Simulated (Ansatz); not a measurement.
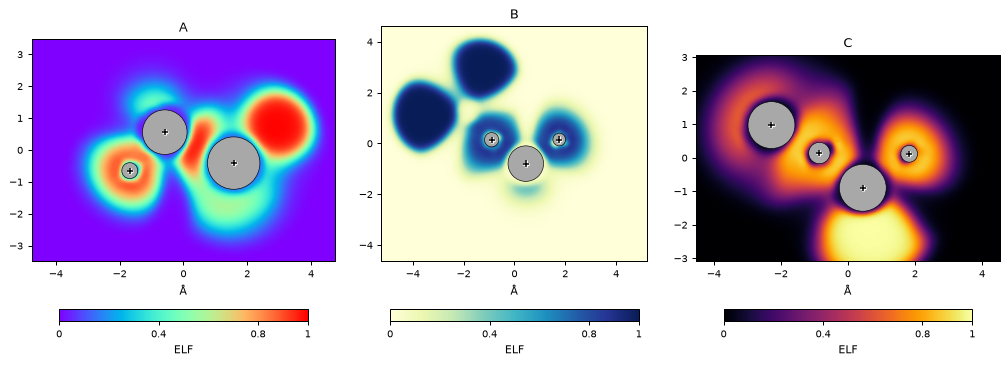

The ELF of 3 systems, each on a plane through atoms (crosses mark nuclei in the plane; grey discs cover the cores).

Level of theory: Ansatz 0.2.0, isolated molecule in a Gaussian basis; Kohn-Sham density functional theory, functional PBE0.

System 1: FHNSi$_{2}$ (SMILES F[Si-2][N+]#[SiH]) (charge −1), the plane of atoms F1, Si4 and N2. Geometry: r2SCAN-D4/def2-SVPD.

```yaml
atoms:
  - { symbol: F, position_ang: [1.3425, -2.1555, -0.4234] }
  - { symbol: N, position_ang: [0.3921, 0.2806, 0.1642] }
  - { symbol: Si, position_ang: [-0.7510, 1.2287, 0.9337] }
  - { symbol: Si, position_ang: [1.4118, -0.5035, -0.8836] }
  - { symbol: H, position_ang: [0.0810, 1.7224, 2.1764] }
```

System 2: FH$_{5}$OSi$_{2}$, the plane of atoms F1, Si3 and O2. Geometry: r2SCAN-D4/def2-SVP.

```xyz
9

F    -0.5818   -0.5105    3.7625
O    -0.3576    1.3445    1.8694
Si   -1.0639   -0.0792    2.2759
Si    1.0407    2.1781    1.5208
H    -0.6347   -1.1564    1.3466
H    -2.5321    0.1136    2.3073
H     1.9927    1.2943    0.7839
H     0.6857    3.3472    0.6713
H     1.6786    2.6480    2.7827
```

System 3: FGeH$_{4}$Si (SMILES F[SiH2][GeH2]) (doublet), the plane of atoms F1, Si3 and Ge2. Geometry: PBE0-D3(BJ)/def2-SVP.

```yaml
atoms:
  - { symbol: F, position_ang: [0.6868, -1.2529, -0.8713] }
  - { symbol: Ge, position_ang: [-0.1759, 1.8734, -0.4863] }
  - { symbol: Si, position_ang: [-0.7030, -0.4015, -0.8829] }
  - { symbol: H, position_ang: [0.4680, 2.6255, -1.6686] }
  - { symbol: H, position_ang: [-1.3512, -0.6400, -2.2066] }
  - { symbol: H, position_ang: [-1.5789, -0.9047, 0.2137] }
  - { symbol: H, position_ang: [-1.3544, 2.6934, 0.0786] }
```

Question: Which map belongs to which system?

Answer: Panel A is system 3, FGeH$_{4}$Si: the plane holds F, Ge and Si. Si–F (1.63 Å): the ELF peaks at about 0.85 in the valence shell of F, 0.6 Å from its nucleus, and is about 0.50 at the midpoint. Panel B is system 2, FH$_{5}$OSi$_{2}$: the plane holds F, O and Si. Si–F (1.62 Å): the ELF peaks at about 0.85 in the valence shell of F, 0.6 Å from its nucleus, and is about 0.50 at the midpoint. Panel C is system 1, FHNSi$_{2}$: the plane holds F, N and Si. Si–N (1.66 Å): the ELF peaks at about 0.85 between the atoms, as expected for a polar covalent bond.
